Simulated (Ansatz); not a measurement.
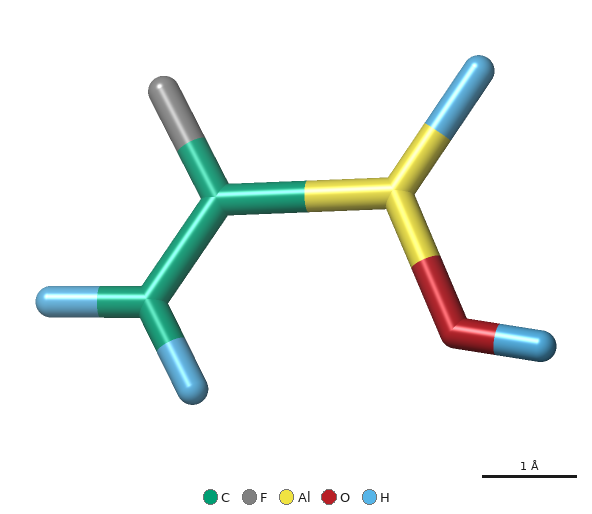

Computed geometry: PBE0-D4/def2-TZVP optimisation.

What is the molecular formula?

C2H4AlFO, 9 atoms: 2 carbon, 4 hydrogen, 1 aluminium, 1 fluorine and 1 oxygen.

How many bonds of each kind are drawn?

2 C–H, 1 C–C, 1 C–F, 1 C–Al, 1 Al–O, 1 Al–H, 1 O–H.

Write the SMILES.

C=[C](F)[AlH][OH]

Name functional groups in it.

Among them: alkene, C–F bond.

How many sets of symmetry-equivalent atoms are there?

9: 1 C, 1 C, 1 F, 1 Al, 1 O, 1 H, 1 H, 1 H, 1 H.

The parts below concern this one geometry. Atoms keep their numbers from picture to picture.

## Geometry

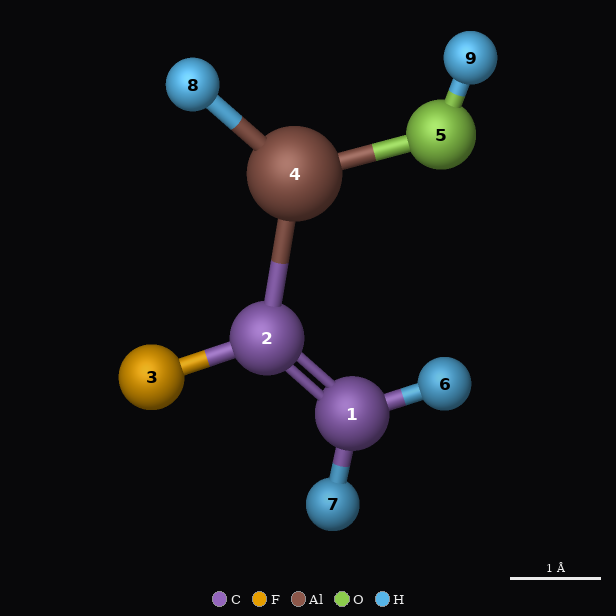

Numbered structure.

Which atoms are bonded, and how long are the bonds?

```csv
bond,length (Å)
C1–C2,1.327
C1–H6,1.083
C1–H7,1.086
C2–F3,1.362
C2–Al4,1.954
Al4–O5,1.694
Al4–H8,1.579
O5–H9,0.955
```

## Dipole moment

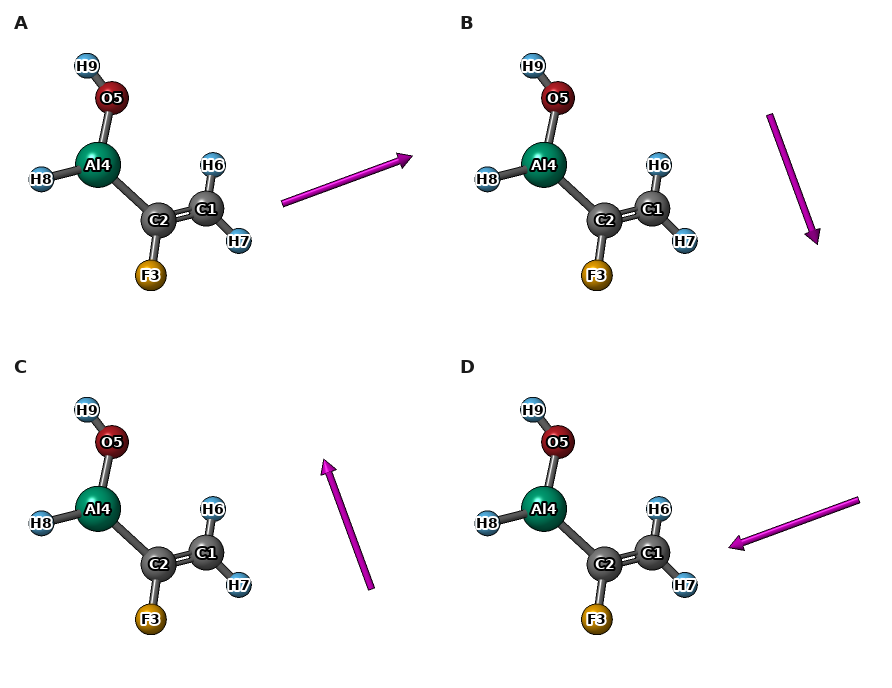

The same molecule four times, each with an arrow. Properties computed with RKS B3LYP-D4/def2-TZVPP (Ansatz 0.2.0).

Which arrow points along the dipole moment, from the negative to the positive end?

C. The dipole moment is 1.86 D; it points from the side of F3, H7 to the side of H9 (the outermost atoms at the two ends).

## Thermal motion

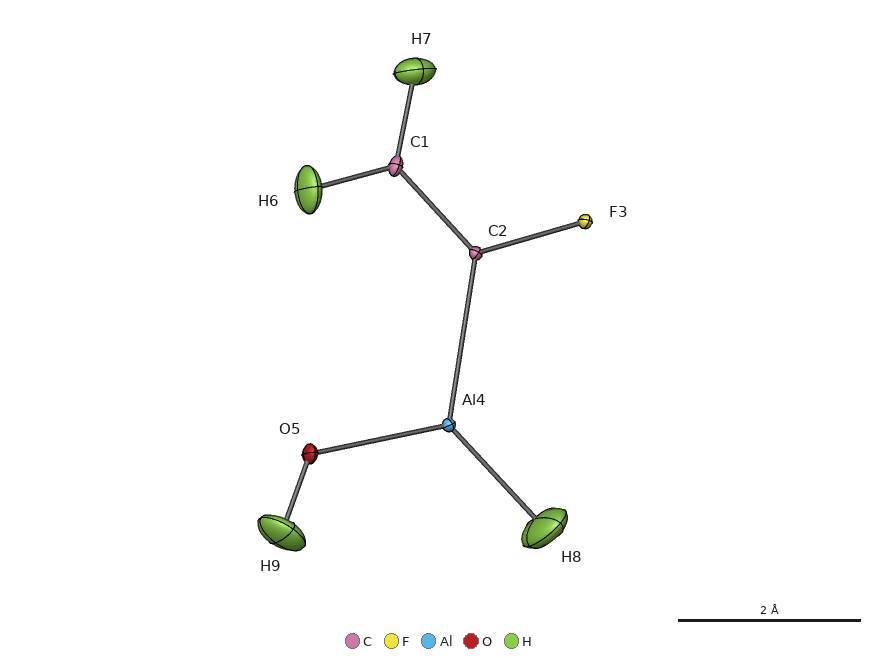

Displacement ellipsoids at the 50 % level, from the internal vibrations of the free molecule (harmonic, no overall translation or rotation; no half-axis is drawn under 0.075 Å). Vibrations computed with RKS PBE0-D4/def2-TZVP (Ansatz 0.2.0). Temperature: 100 K.

List U_eq and the three principal root-mean-square amplitudes for each kind of atom.

| atom | U_eq (Å²) | rms amplitudes (Å) |
| --- | --- | --- |
| C1 | 0.0039 | 0.034, 0.070, 0.076 |
| C2 | 0.0023 | 0.038, 0.046, 0.057 |
| F3 | 0.0032 | 0.030, 0.051, 0.077 |
| Al4 | 0.0022 | 0.026, 0.036, 0.069 |
| O5 | 0.0056 | 0.034, 0.072, 0.102 |
| H6 | 0.0233 | 0.081, 0.172, 0.184 |
| H7 | 0.0198 | 0.095, 0.152, 0.165 |
| H8 | 0.0449 | 0.097, 0.175, 0.308 |
| H9 | 0.0308 | 0.086, 0.187, 0.224 |

## Levels of theory compared

Program: Ansatz 0.2.0.

Compare HOMO energy (eV), HOMO–LUMO gap (eV) at these levels: B97M-V/def2-TZVPP; BHLYP-D4/def2-TZVPP; PBE0-D4/def2-TZVPP; r2SCANh-D4/def2-TZVPP; revPBE-D4/def2-TZVPP; ωB97M-V/def2-SVP; ωB97M-V/def2-TZVPP; ωB97X-V/def2-TZVPP.

```
                level  HOMO energy (eV)  HOMO–LUMO gap (eV)
    B97M-V/def2-TZVPP             −6.69                4.73
  BHLYP-D4/def2-TZVPP             −8.68                8.21
   PBE0-D4/def2-TZVPP             −7.64                6.35
r2SCANh-D4/def2-TZVPP             −7.11                5.54
 revPBE-D4/def2-TZVPP             −6.35                4.36
     ωB97M-V/def2-SVP             −9.71               10.42
   ωB97M-V/def2-TZVPP             −9.88               10.34
   ωB97X-V/def2-TZVPP             −9.97               10.66
```
